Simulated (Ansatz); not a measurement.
## What a change does: single-point calculation on LiSiH$_{3}$SeO

System: LiSiH$_{3}$SeO.
Method of run 1: RKS SPW92 (LDA)/def2-TZVP (Ansatz 0.2.0).

Text and figures count atoms from 1; the logs count them from 0 in places.

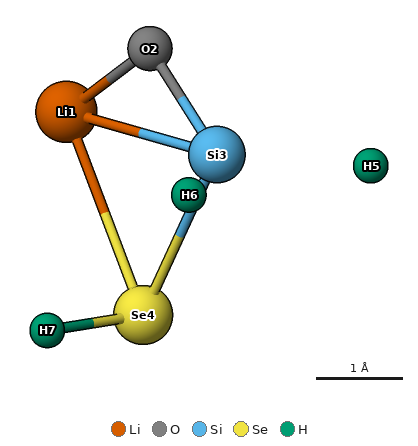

Figure 1. The input geometry (ball-and-stick view, seen at a tilt; atoms are numbered from 1 in the order of the input). Sticks mark near contacts.

**Input, run 1**
```yaml
crystal:
  periodic: [false, false, false]
  atoms:
    - { symbol: Li, position_ang: [-1.927284, -0.304675, 0.547445] }
    - { symbol: O, position_ang: [-0.546655, -0.114712, 1.53909] }
    - { symbol: Si, position_ang: [0.562427, 0.293505, 0.490615] }
    - { symbol: Se, position_ang: [-0.571512, 0.246983, -1.602159] }
    - { symbol: H, position_ang: [1.16497, 2.027347, 0.530962] }
    - { symbol: H, position_ang: [2.131793, -0.968841, 0.228823] }
    - { symbol: H, position_ang: [-0.293139, -1.192637, -1.795859] }
basis:
  gaussian: { orbitals: def2-TZVP }
hamiltonian:
  xc: lda
output:
  forces: true
```

Launched with:
```bash
ansatz run input.yaml --threads 1 --pin off --max-ram 2560MiB --backend cpu --events-out ev --progress --plain --runs-dir out
```

Hardware: 1 thread of Arm Neoverse V2, 24 GiB of memory available, shared host.

**Output (run 1)**
```
Engine: ansatz 0.2.0, aarch64-unknown-linux-gnu
Functional definition: SPW92
  exchange = slater_x
  correlation = pw_c
1051 factors; their error is unknown
mean field evaluation 1: about -75376.7578 eV, gradient 7.8e1 eV
mean field evaluation 2: about -75164.5442 eV, gradient 2.0e2 eV
mean field evaluation 4: about -75385.5064 eV, gradient 2.6e1 eV
mean field evaluation 8: about -75387.4360 eV, gradient 1.8e-1 eV
mean field evaluation 16: about -75387.4023 eV, gradient 1.4e-3 eV
mean field -75387.40225871 eV, -2770.4359335910 hartree, gradient 1.8e-5 eV, S^2 0.000000; 0 other end points of the search recorded, 0 dependent functions left out
the calculation of the forces begins
reference -75387.40230835 eV, -2770.4359354153 hartree; 31, 31 occupied and 117, 117 virtual orbitals, 1051 factors
Total energy: -75387.40230835 eV, -2770.4359354153 hartree
Atom 0 at    -1.927284    -0.304675     0.547445 Å, force    -0.081232    -0.014209    -0.061365 eV/Å
Atom 1 at    -0.546655    -0.114712     1.539090 Å, force     0.355811     0.102692    -0.131794 eV/Å
Atom 2 at     0.562427     0.293505     0.490615 Å, force     2.693221     0.629305    -0.285590 eV/Å
Atom 3 at    -0.571512     0.246983    -1.602159 Å, force     0.041064     0.005288     0.096663 eV/Å
Atom 4 at     1.164970     2.027347     0.530962 Å, force    -0.815902    -2.543763    -0.025236 eV/Å
Atom 5 at     2.131793    -0.968841     0.228823 Å, force    -2.203278     1.825912     0.402961 eV/Å
Atom 6 at    -0.293139    -1.192637    -1.795859 Å, force     0.010317    -0.005224     0.004361 eV/Å
Dipole moment:    -0.910528    -0.241081    -0.223214 e Å
```

For run 2 the input was changed thus:
```diff
-    - { symbol: H, position_ang: [1.16497, 2.027347, 0.530962] }
+    - { symbol: H, position_ang: [1.021882, 1.615607, 0.521381] }
```

Predict how the results change.

With the same method and basis, run 2 lies 11.3 kcal/mol lower. The largest force goes from 2.890 to 3.856 eV/Å.

**Output (run 2)**
```
Engine: ansatz 0.2.0, aarch64-unknown-linux-gnu
Functional definition: SPW92
  exchange = slater_x
  correlation = pw_c
1051 factors; their error is unknown
mean field evaluation 1: about -75377.1748 eV, gradient 7.8e1 eV
mean field evaluation 2: about -75158.1143 eV, gradient 2.0e2 eV
mean field evaluation 4: about -75385.9563 eV, gradient 2.8e1 eV
mean field evaluation 8: about -75387.9244 eV, gradient 1.9e-1 eV
mean field evaluation 16: about -75387.8908 eV, gradient 1.9e-3 eV
mean field -75387.89080964 eV, -2770.4538875067 hartree, gradient 2.0e-5 eV, S^2 0.000000; 0 other end points of the search recorded, 0 dependent functions left out
the calculation of the forces begins
reference -75387.89085902 eV, -2770.4538893213 hartree; 31, 31 occupied and 117, 117 virtual orbitals, 1051 factors
Total energy: -75387.89085902 eV, -2770.4538893213 hartree
Atom 0 at    -1.927284    -0.304675     0.547445 Å, force    -0.041774    -0.028372    -0.039677 eV/Å
Atom 1 at    -0.546655    -0.114712     1.539090 Å, force     0.210406     0.037106    -0.058559 eV/Å
Atom 2 at     0.562427     0.293505     0.490615 Å, force     1.231760    -3.627401    -0.442946 eV/Å
Atom 3 at    -0.571512     0.246983    -1.602159 Å, force     0.038737    -0.061136     0.066581 eV/Å
Atom 4 at     1.021882     1.615607     0.521381 Å, force     0.787127     1.835012     0.097050 eV/Å
Atom 5 at     2.131793    -0.968841     0.228823 Å, force    -2.230888     1.824238     0.381461 eV/Å
Atom 6 at    -0.293139    -1.192637    -1.795859 Å, force     0.004632     0.020553    -0.003910 eV/Å
Dipole moment:    -0.863600    -0.108225    -0.193908 e Å
```

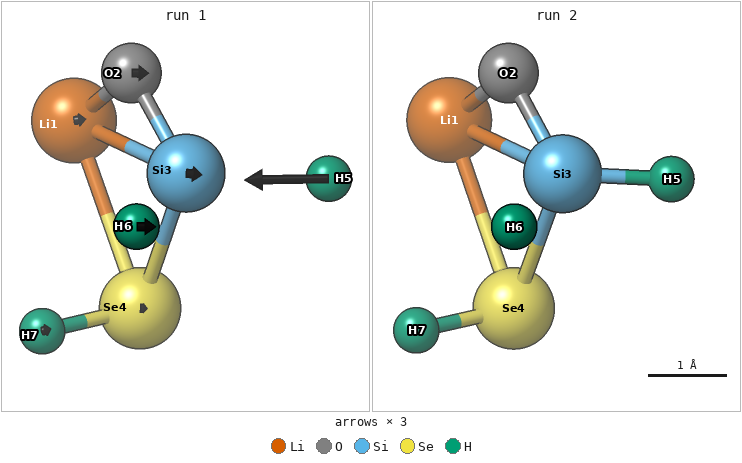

Figure 2. The two input geometries at one scale (ball-and-stick view, seen at a tilt). The black arrows on the first give the shifts of the atoms after the best rigid fit, magnified 3 times. The atom that moves furthest after the best rigid fit is H5 (0.37 Å). Largest moves by element: H 0.37 Å, O 0.08 Å, Si 0.07 Å, Li 0.05 Å, Se 0.03 Å. Among the contacts that change: Si3–H5 1.836 → 1.400 Å.

**The two runs side by side**

```tsv
quantity	run 1	run 2
outcome	converged	converged
total energy (hartree)	−2770.435935	−2770.453889
largest force (eV/Å)	2.890	3.856
basis functions	148	148
wall time (shared host)	2.8 s	2.5 s
```
